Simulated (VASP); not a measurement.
Shape and ions are relaxed at each volume.

Energy against volume of MgB2 (AlB2 type). Calculation: TPSS meta-GGA, VASP's PBE PAW potentials (set 64) (plane waves; VASP).

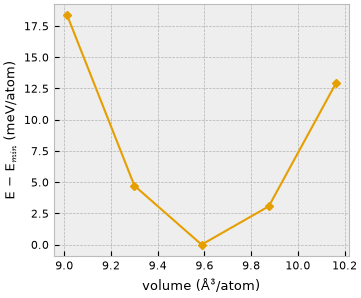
Figure. Energy against volume

Problem. Estimate the equilibrium volume and the bulk modulus.

Solution. The minimum lies near 9.6 Å³/atom, and the curvature gives B0 of about 140 GPa.

The compound is MgB2 in the AlB2 type structure. It was relaxed first.
